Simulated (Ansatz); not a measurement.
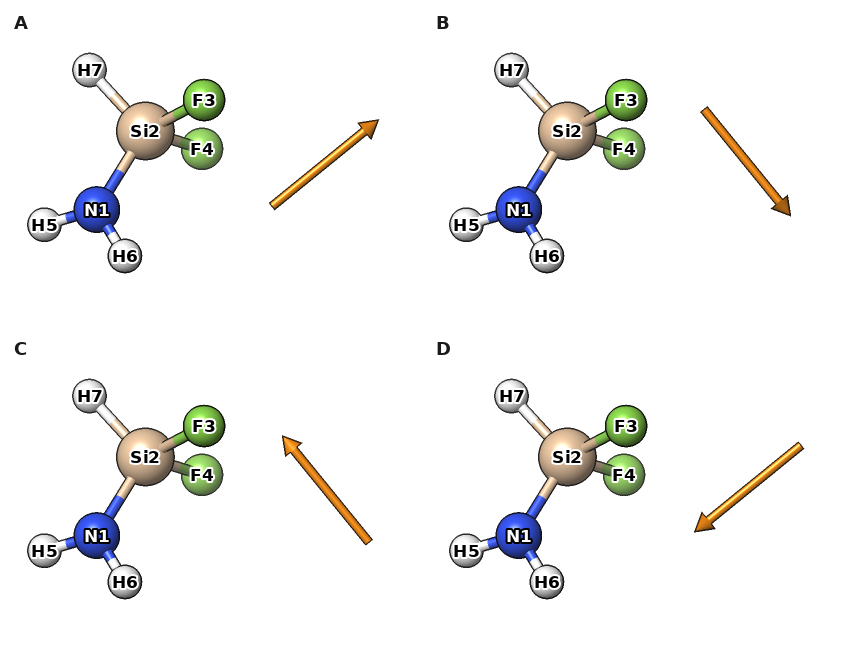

The same molecule four times, each with an arrow. The computed structure is the end point of a PBE-D4/def2-SVP optimisation. No frequency run is at hand to confirm it as a minimum. Method: RKS PBE-D4/def2-SVP (Ansatz 0.2.0).

> Which arrow points along the dipole moment, from the negative to the positive end?

D. The dipole moment is 2.70 D; it points from the side of F3 to the side of H5 (the outermost atoms at the two ends).
